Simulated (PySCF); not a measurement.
## Electronic structure of C8H16Si in real space

The calculation's input:

```
{"job": {"kind": "nmr", "xc": "PBE0", "basis": "pcSseg-1"}, "charge": 0, "multiplicity": 1}
C     -4.484311     0.263655    -0.305159
C     -3.207197     0.451226    -0.582331
C     -2.086899     0.245024     0.375673
C     -1.050760    -0.764332    -0.183453
Si     0.208266     0.640230    -0.488499
C      1.905843     0.494688     0.348729
C      2.784484    -0.568396    -0.304023
C      4.145876    -0.676715     0.373043
C     -1.193526     1.506976     0.476099
H     -4.808968    -0.061632     0.670231
H     -5.260824     0.425685    -1.033915
H     -2.901792     0.777294    -1.568931
H     -2.487025    -0.062715     1.344054
H     -1.421943    -1.315990    -1.044293
H     -0.756050    -1.496282     0.566319
H      0.347644     1.056823    -1.891935
H      2.420691     1.455191     0.304145
H      1.787506     0.254702     1.406974
H      2.278731    -1.534909    -0.256043
H      2.923392    -0.324797    -1.359244
H      4.684891     0.265322     0.297312
H      4.747077    -1.454456    -0.092657
H      4.029364    -0.918369     1.427507
H     -0.965539     1.762277     1.508631
H     -1.649866     2.382337     0.020899
```

Launched as:

```sh
OMP_NUM_THREADS=1 python probes_run.py task.json out
```

Geometry: GFN2-xTB.

Level of theory: PySCF 2.14.0, PBE0/pcSseg-1, SCF density, gas phase, non-relativistic.

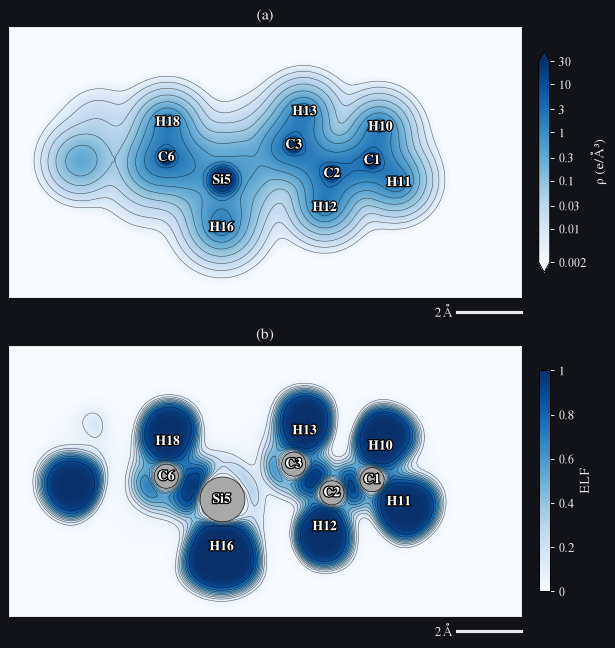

Figure 1. (a) total electron density; (b) electron localisation function on the plane of atoms C2, C1 and H11. Grey discs cover the atomic cores in the ELF map.

> Describe what can be read from this map.

- The section cuts through C, Si and H sites.
- C–C (1.32 Å): ρ at the midpoint is about 2.3 e/Å³; the ELF peaks at about 0.90 between the atoms (a multiple bond).
- C–Si (1.90 Å): ρ is about 0.93 e/Å³ halfway; the ELF peaks at about 0.95 between the atoms (localised, covalent bonding).
- C–H (1.08 Å): ρ is about 2 e/Å³ halfway; the ELF climbs to about 1 towards the hydrogen, as it does in any bond to H; an ordinary covalent bond to hydrogen.
- C–C (1.49 Å): ρ at the midpoint is about 1.8 e/Å³; the ELF peaks at about 0.95 between the atoms, as expected for a shared electron pair.
- Si–H (1.47 Å): ρ is about 0.79 e/Å³ halfway; the ELF climbs to about 1 towards the hydrogen.

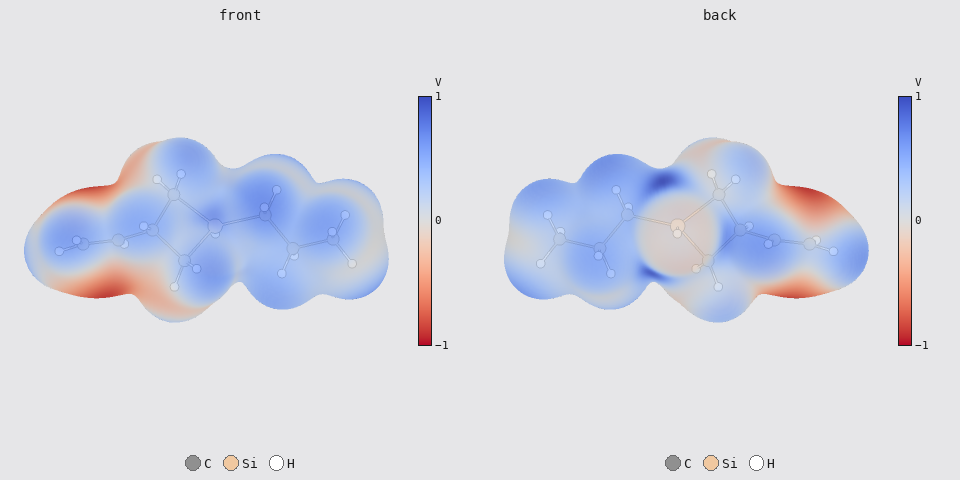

Figure 2. The molecular electrostatic potential painted on the density surface at 0.002 e/bohr³, seen from the front and from behind; the colour scale runs from red (negative) to blue (positive).

> Where is the surface potential most negative and most positive?

The most negative region (about −0.8 V, or −18 kcal/mol for a unit charge) lies over the π face of C1 and C2, the most positive (about +0.9 V, or +21 kcal/mol for a unit charge) over Si5.

> What dipole moment does the calculation give?

Its dipole moment is 1.07 D.
